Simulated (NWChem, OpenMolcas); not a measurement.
Exact exchange and the HOMO–LUMO gap of C3H5NO (methoxyacetonitrile)

The species is C3H5NO (10 atoms), meant as a singlet with charge 0. As SMILES, `COCC#N`. The coordinates come from a PBE0-D4/def2-TZVP relaxation. This is one conformer, not always the lowest.

The HOMO–LUMO gap y, in eV, basis cc-pVDZ; a is the functional's share of exact exchange. Programs: NWChem 7.3.0, OpenMolcas 26.06.

```
functional     program     a  y (eV)
      BLYP  OpenMolcas     0    5.75
       PBE      NWChem     0    5.70
     B3LYP      NWChem   0.2       ?
      PBE0      NWChem  0.25    8.52
     BHLYP  OpenMolcas   0.5   11.29
```

**Question.** Fit y = c + s·a to the known rows and predict B3LYP.

**Answer.** 
1. Means of the 4 rows: a = 0.1875, y = 7.815.
2. Σ(Δa)² = 0.17188, Σ(Δa·Δy) = 1.9137, so the slope is 1.9137/0.17188 = 11.134.
3. Intercept: 7.815 − (11.134) × 0.1875 = 5.727. The largest residual of the fit is 0.027.
4. B3LYP: 5.727 + (11.134) × 0.2 = 7.95 eV.

The run gave 7.99 eV, so the prediction is off by -0.04 eV, about the scatter of the fit. Exact exchange lowers occupied levels and raises empty ones.

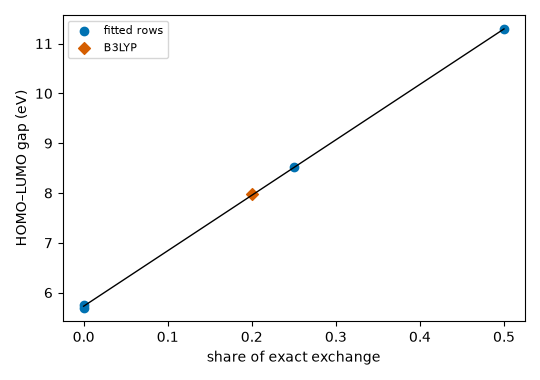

The fitted line, with the withheld row.
